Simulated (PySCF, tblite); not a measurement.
**C5H3F4O radical: geometry, infrared bands and EPR parameters**

Wanted: the infrared bands and EPR parameters of C5H3F4O radical (`C=CO/C(F)=[C]\C(F)(F)F`), by calculation.

Computed with tblite 0.8.0 and PySCF 2.14.0, with density-fitted response routines of our own, on a single molecule in the gas phase. Atoms count from 0, in the outputs and in this text.

### Step 1. The starting structure

13 atoms, charge 0, multiplicity 2; geometry from: force field or distance geometry start.

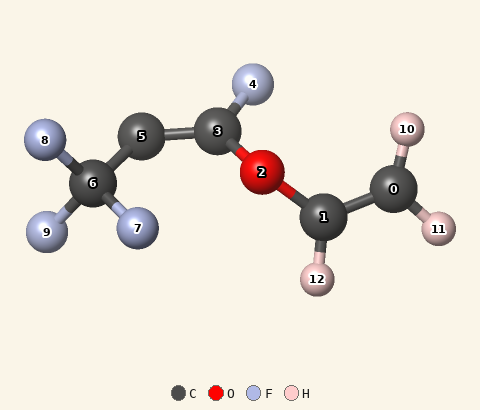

The starting geometry (carbon dark grey, oxygen red, fluorine light blue, hydrogen pink), atoms numbered.

### Step 2. Relaxing the molecule with GFN2-xTB

Job settings and geometry (Å):

```
{"job": {"kind": "relax", "xc": "GFN2-xTB", "basis": "xTB"}, "charge": 0, "multiplicity": 2}
C      2.640500    -0.233100     0.466300
C      1.389300    -0.680000     0.325600
O      0.284300     0.144900     0.371900
C     -0.155100     0.866900    -0.751800
F      0.723800     1.646300    -1.412300
C     -1.400400     0.819700    -1.204600
C     -2.493800     0.044200    -0.632000
F     -2.026400    -0.744300     0.395200
F     -3.502500     0.845400    -0.112200
F     -3.069500    -0.787200    -1.569200
H      2.881600     0.796700     0.607200
H      3.448500    -0.958400     0.430500
H      1.275400    -1.760500     0.206400
```

On the command line:

```sh
OMP_NUM_THREADS=1 python probes_run.py task.json out
```

The driver reads the jobs from task.json and runs them one after another.

The program printed:

```text
step      E/eV     max force
  0    -954.06720    1.678
  1    -954.21941    0.920
  2    -954.29438    0.895
  3    -954.32938    0.538
  4    -954.36853    0.556
  5    -954.39249    0.644
  6    -954.40484    0.319
  7    -954.40994    0.198
  8    -954.41344    0.166
  9    -954.41796    0.260
 10    -954.42240    0.205
 11    -954.42604    0.188
 12    -954.42920    0.170
 13    -954.43180    0.153
 14    -954.43400    0.126
 15    -954.43599    0.120
 16    -954.43796    0.107
 17    -954.43999    0.109
 18    -954.44223    0.137
 19    -954.44489    0.165
 20    -954.44834    0.177
 21    -954.45277    0.205
 22    -954.45757    0.222
 23    -954.46142    0.164
 24    -954.46388    0.150
 25    -954.46566    0.126
 26    -954.46728    0.152
 27    -954.46894    0.142
 28    -954.47065    0.108
 29    -954.47242    0.115
 30    -954.47450    0.111
 31    -954.47734    0.156
 32    -954.48144    0.214
 33    -954.48662    0.241
 34    -954.49197    0.231
 35    -954.49799    0.256
 36    -954.50445    0.336
 37    -954.51171    0.340
 38    -954.51954    0.292
 39    -954.52940    0.207
 40    -954.53947    0.206
 41    -954.54909    0.234
 42    -954.55610    0.206
 43    -954.55991    0.189
 44    -954.56224    0.174
 45    -954.56452    0.086
 46    -954.56568    0.105
 47    -954.56636    0.083
 48    -954.56692    0.055
 49    -954.56738    0.043
 50    -954.56771    0.046
 51    -954.56797    0.039
 52    -954.56821    0.040
 53    -954.56844    0.068
 54    -954.56871    0.044
 55    -954.56906    0.042
 56    -954.56944    0.038
 57    -954.56971    0.035
 58    -954.56989    0.031
 59    -954.57003    0.029
 60    -954.57013    0.026
 61    -954.57019    0.020
 62    -954.57024    0.020
 63    -954.57028    0.020
 64    -954.57034    0.021
 65    -954.57039    0.020
 66    -954.57043    0.018
 67    -954.57046    0.018
 68    -954.57050    0.016
 69    -954.57055    0.019
 70    -954.57061    0.022
 71    -954.57067    0.020
 72    -954.57073    0.024
 73    -954.57085    0.037
 74    -954.57106    0.054
 75    -954.57142    0.065
 76    -954.57198    0.088
 77    -954.57286    0.111
 78    -954.57432    0.122
 79    -954.57681    0.164
 80    -954.58023    0.203
 81    -954.58323    0.173
 82    -954.56806    0.875
 83    -954.58533    0.210
 84    -954.58059    0.453
 85    -954.58897    0.096
 86    -954.59117    0.140
 87    -954.59301    0.425
 88    -954.59861    0.160
 89    -954.60342    0.123
 90    -954.61084    0.477
 91    -954.61564    0.117
 92    -954.62004    0.147
 93    -954.61826    0.661
 94    -954.62354    0.237
 95    -954.62538    0.211
 96    -954.62890    0.103
 97    -954.63035    0.239
 98    -954.63187    0.168
 99    -954.63298    0.111
100    -954.63339    0.066
101    -954.63372    0.065
102    -954.63405    0.094
103    -954.63432    0.145
104    -954.63470    0.115
105    -954.63517    0.105
106    -954.63571    0.067
107    -954.63649    0.080
108    -954.63710    0.088
109    -954.63738    0.085
110    -954.63772    0.050
111    -954.63797    0.056
112    -954.63816    0.045
113    -954.63830    0.037
114    -954.63839    0.039
115    -954.63849    0.027
116    -954.63859    0.030
117    -954.63871    0.029
118    -954.63882    0.022
119    -954.63892    0.024
120    -954.63902    0.026
121    -954.63911    0.018
122    -954.63915    0.014
123    -954.63917    0.010
124    -954.63918    0.007
```

Run time: 0.67 s. Hardware: 1 thread of Arm Neoverse V2, shared host.

Relaxation path: (not every step is listed)

```
step  energy from step 0 (eV)  largest force (eV/Å)
   0                   0.0000                1.6784
   1                  -0.1522                0.9202
   2                  -0.2272                0.8950
   3                  -0.2622                0.5378
   4                  -0.3013                0.5565
   5                  -0.3253                0.6436
   6                  -0.3376                0.3195
   7                  -0.3427                0.1985
   8                  -0.3462                0.1656
  19                  -0.3777                0.1651
  30                  -0.4073                0.1110
  41                  -0.4819                0.2335
  52                  -0.5010                0.0399
  63                  -0.5031                0.0197
  74                  -0.5039                0.0538
  85                  -0.5218                0.0958
  96                  -0.5617                0.1032
 107                  -0.5693                0.0800
 118                  -0.5716                0.0224
 119                  -0.5717                0.0242
 120                  -0.5718                0.0256
 121                  -0.5719                0.0183
 122                  -0.5720                0.0142
 123                  -0.5720                0.0102
 124                  -0.5720                0.0071
```

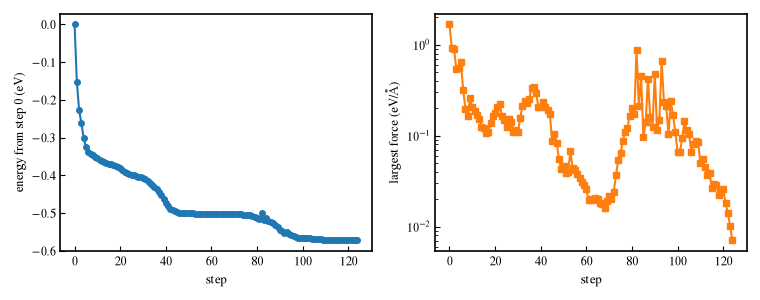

Energy and force, step by step.

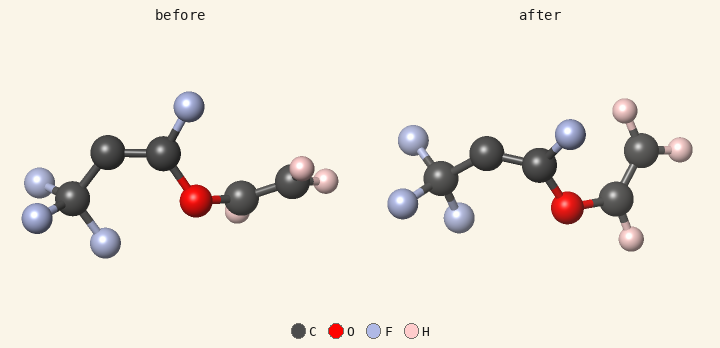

The geometry before (left) and after (right).

Close pairs (by a distance rule), those that changed most:

```
  bond  before (Å)  after (Å)  change (Å)
 O2–C3       1.406      1.346      -0.060
 C6–F8       1.389      1.340      -0.050
 C6–F9       1.379      1.340      -0.039
 C3–C5       1.326      1.306      -0.020
 C6–F7       1.377      1.357      -0.020
 C1–O2       1.380      1.366      -0.014
C0–H11       1.086      1.073      -0.013
 C0–C1       1.336      1.324      -0.012
```

The end geometry stands in the next job.

### Step 3. Harmonic vibrations with GFN2-xTB

Job settings and geometry (Å):

```
{"job": {"kind": "ir", "xc": "GFN2-xTB", "basis": "xTB"}, "charge": 0, "multiplicity": 2}
C      2.403052    -0.426340    -0.213837
C      1.479097    -0.582500     0.721396
O      0.266916     0.041185     0.810012
C     -0.113659     0.971022    -0.086064
F      0.747470     1.989533    -0.224141
C     -1.215539     0.900149    -0.783751
C     -2.382140     0.021446    -0.844092
F     -2.183861    -1.150414    -0.188998
F     -3.475111     0.573501    -0.300815
F     -2.703644    -0.314398    -2.100438
H      2.279174     0.230288    -1.057822
H      3.322634    -0.976843    -0.156085
H      1.571222    -1.276143     1.545659
```

The program printed:

```text
mode    cm-1     km/mol
  1      -9.1      0.34
  2      33.4      1.64
  3      83.3      0.25
  4     118.7      0.76
  5     151.0      4.37
  6     199.2      0.74
  7     285.6      6.45
  8     340.9      4.20
  9     397.2      4.21
 10     436.1      4.24
 11     472.1      8.67
 12     525.6     12.85
 13     545.7     31.94
 14     611.4     56.67
 15     629.9     10.45
 16     655.2      9.19
 17     775.3     10.79
 18     852.6     11.07
 19     903.0     89.29
 20     951.1    106.09
 21     969.0     98.34
 22     978.9    226.61
 23    1043.9    330.81
 24    1064.9    224.47
 25    1109.7     99.23
 26    1182.5    241.45
 27    1256.7      7.63
 28    1379.3      5.85
 29    1631.9     66.67
 30    1754.4    144.91
 31    3073.6      0.49
 32    3124.6      4.73
 33    3168.9      2.55
```

Run time: 0.35 s. Hardware: 1 thread of Arm Neoverse V2, shared host.

The strongest bands and the atoms that carry them (share of the mass-weighted mode):

```csv
cm⁻¹,km/mol,atoms
951,106.1,"H12 26 %, H10 25 %, O2 18 %"
969,98.3,"C6 23 %, H10 19 %, H12 19 %, H11 11 %"
979,226.6,C6 39 %
1044,330.8,"C6 73 %, F8 13 %, F9 13 %"
1065,224.5,"C3 47 %, C1 13 %, F4 10 %"
1110,99.2,"O2 32 %, C1 24 %, C3 17 %, H10 10 %"
1182,241.4,"C6 60 %, C3 15 %, C5 13 %"
1754,144.9,"C5 52 %, C3 45 %"
```

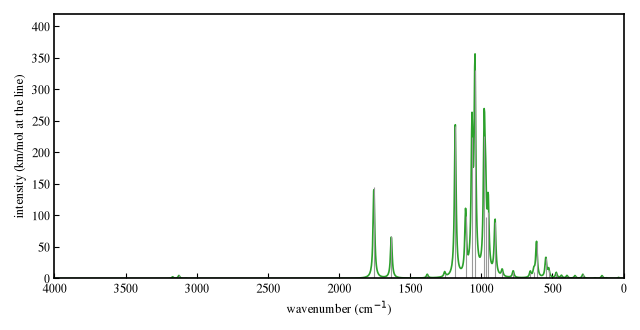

The infrared spectrum from these modes, unscaled. Lines are broadened to a width of 14 cm⁻¹ (Lorentzian).

### Step 4. EPR parameters: B3LYP/pcH-1

The job, as its differences from that of step 3:

```diff
@@ -1,2 +1,2 @@
-{"job": {"kind": "ir", "xc": "GFN2-xTB", "basis": "xTB"}, "charge": 0, "multiplicity": 2}
+{"job": {"kind": "epr", "basis": "pcH-1"}, "charge": 0, "multiplicity": 2}
 C      2.403052    -0.426340    -0.213837
```

Method: UKS B3LYP, pcH-1 on C F H O, non-relativistic, mean-field spin-orbit, GIAO.

The program printed:

```text
UKS, coarse grid
  cycle   1  E = -666.59924057  |g| = 8.14e-01
  cycle   2  E = -666.29208468  |g| = 1.31e+00
  cycle   3  E = -666.81250918  |g| = 1.11e-01
  cycle   4  E = -666.81565687  |g| = 7.74e-02
  cycle   5  E = -666.81851255  |g| = 2.13e-02
  cycle   6  E = -666.81873468  |g| = 8.25e-03
  cycle   7  E = -666.81877891  |g| = 4.57e-03
  cycle   8  E = -666.81879999  |g| = 1.79e-03
  cycle   9  E = -666.81880985  |g| = 9.11e-04
UKS, final grid
  cycle   1  E = -666.81872485  |g| = 1.13e-03
  cycle   2  E = -666.81872449  |g| = 1.92e-03
  cycle   3  E = -666.81872603  |g| = 2.99e-04
  cycle   4  E = -666.81872619  |g| = 2.53e-04
  cycle   5  E = -666.81872637  |g| = 1.15e-04
  cycle   6  E = -666.81872639  |g| = 2.57e-05
  cycle   7  E = -666.81872639  |g| = 7.94e-06
E = -666.81872639 Eh   <S^2> = 0.7585 (exact 0.7500)
g shifts (ppm)      1          2          3
  rmc          -184       -184       -184
  gc             21         41         36
  oz_so         -32         70        658
  total        -195        -73        510
hyperfine (MHz)  atom isotope    a_iso     a_fc   dipolar eigenvalues
    0   13C       1.69       1.69     -1.92     -1.05      2.97
    1   13C      -4.20      -4.20     -2.38      0.18      2.20
    2   17O     -28.92     -28.92    -18.93      8.60     10.33
    3   13C     -10.98     -10.98    -21.43      2.32     19.11
    4   19F      43.91      43.91    -71.09    -17.82     88.91
    5   13C     350.35     350.35    -81.84    -61.02    142.85
    6   13C       7.68       7.68     -4.83     -4.40      9.23
    7   19F     102.13     102.13    -96.44    -90.30    186.74
    8   19F       3.21       3.21    -14.82     -4.42     19.24
    9   19F      -1.08      -1.08    -14.10     -8.08     22.18
   10    1H      -0.85      -0.85     -1.38     -0.57      1.96
   11    1H      -1.09      -1.09     -1.29     -0.63      1.92
   12    1H       6.06       6.06     -1.25     -0.59      1.84
```

Run time: 98 s. Hardware: 1 thread of Arm Neoverse V2, shared host; peak memory 0.97 GiB.

Principal g values 2.00212, 2.00225, 2.00283; g(iso) = 2.00240, against 2.00232 for a free electron.

Hyperfine couplings; where a row names several nuclei, a(iso) is their mean (it holds for fast rotation or exchange) and the dipolar term the largest among them:

```
    nuclei  isotope  a(iso) (MHz)  a(iso) (G, at g = 2.0023)  largest dipolar term (MHz)
        C5      13C         350.4                      125.0                       142.9
        F4      19F          43.9                       15.7                        88.9
F7, F8, F9      19F          34.8                       12.4                       186.7
        O2      17O         -28.9                      -10.3                       -18.9
        C3      13C         -11.0                       -3.9                       -21.4
        C6      13C           7.7                        2.7                         9.2
       H12       1H           6.1                        2.2                         1.8
        C1      13C          -4.2                       -1.5                        -2.4
        C0      13C           1.7                        0.6                         3.0
       H11       1H          -1.1                       -0.4                         1.9
       H10       1H          -0.8                       -0.3                         2.0
```

Mulliken spin populations:

C0 0.02; C1 -0.01; O2 0.04; C3 -0.10; F4 0.01; C5 1.01; C6 -0.01; F7 0.04; F8 0.00; F9 0.00; H10 0.00; H11 0.00; H12 0.00

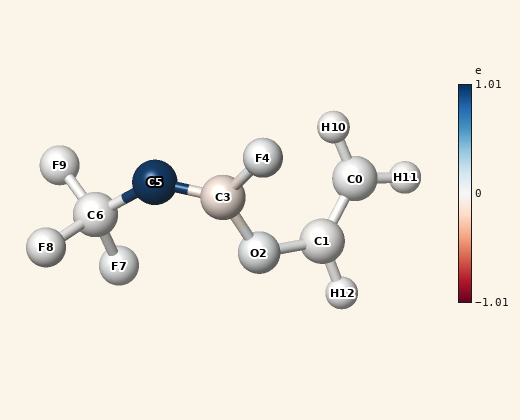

Mulliken spin populations, as colours on the atoms.

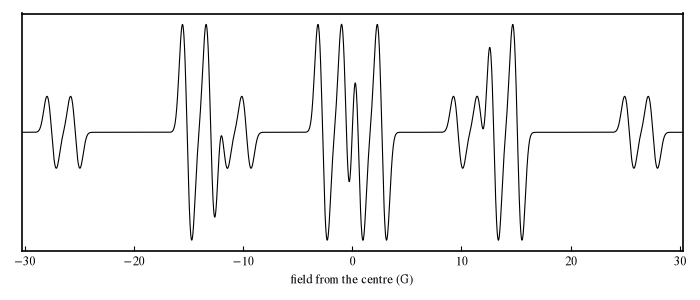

First-order isotropic spectrum (first derivative, main isotopes with spin only, couplings over 0.8 MHz, Gaussian width 0.3 G; couplings of the frozen geometry, rotation of groups not averaged beyond the rows shown).

Orbitals, density, ELF and potential are computed afterwards from the orbital file.

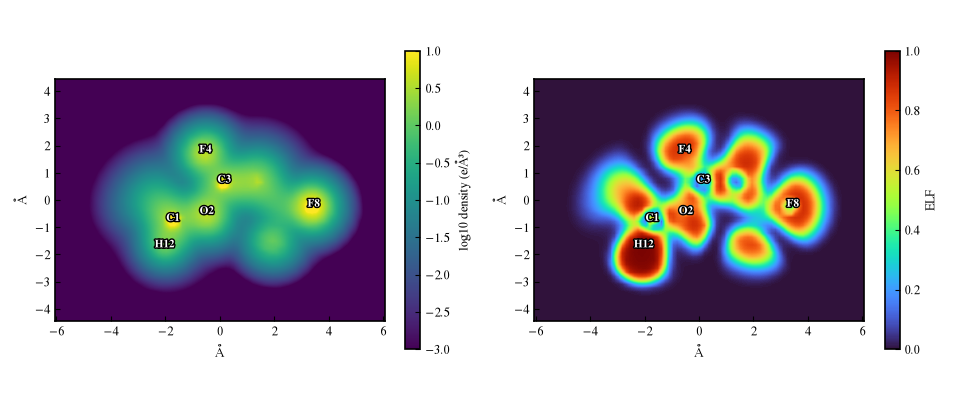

Density (left) and ELF (right) in a plane through or near 6 of the atoms.

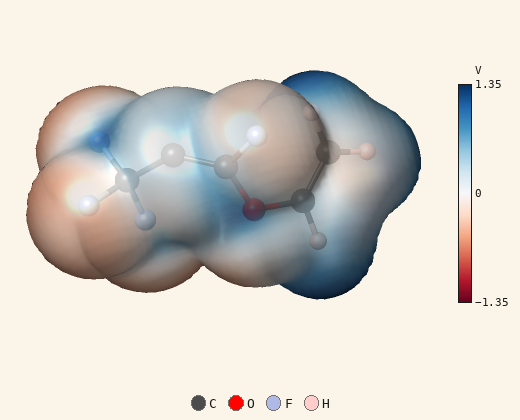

Electrostatic potential on the surface of density 0.002 e/bohr³; red is low, blue high. It runs from -0.57 V near F9 to 1.35 V near H12.

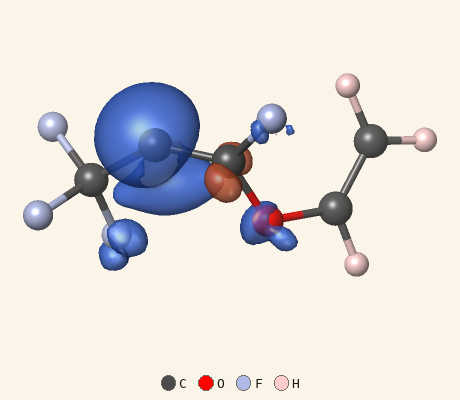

Spin density at ±0.05 e/Å³ (alpha excess blue, beta excess red).

### Step 5. Results

| quantity | value |
| --- | --- |
| strongest single infrared mode (GFN2-xTB) | 1044 cm⁻¹, 331 km/mol |
| zero-point energy (GFN2-xTB) | 43.9 kcal/mol |
| g(iso) (B3LYP) | 2.00240 |
| ⟨S²⟩ | 0.759 (exact 0.75) |
| largest a(iso) (averaged by class) | 13C on C5, 350.4 MHz |
| potential on the surface of density 0.002 e/bohr³, 1st and 99th percentile | -0.57 V and 1.35 V |

What this shows: Relaxing lowered the energy by 0.572 eV in 124 steps; the close pair that moved most is O2–C3, from 1.406 to 1.346 Å. The lowest mode is slightly imaginary (9i cm⁻¹), a soft motion within the noise of the Hessian, so the minimum is not strictly shown. The strongest single mode, at 1044 cm⁻¹, moves mainly C6. GFN2-xTB is a fitted tight-binding method: band positions and strengths are rough. Its intensities can rank the bands wrongly. Most of the unpaired spin sits on C5 (1.01 e). The isotropic g lies 0.1 ppt above the free-electron value. These values are for one conformer; the search (at its own cheap level) found 2 more, at 0.09, 0.86 kcal/mol, and measured spectra average over such forms.
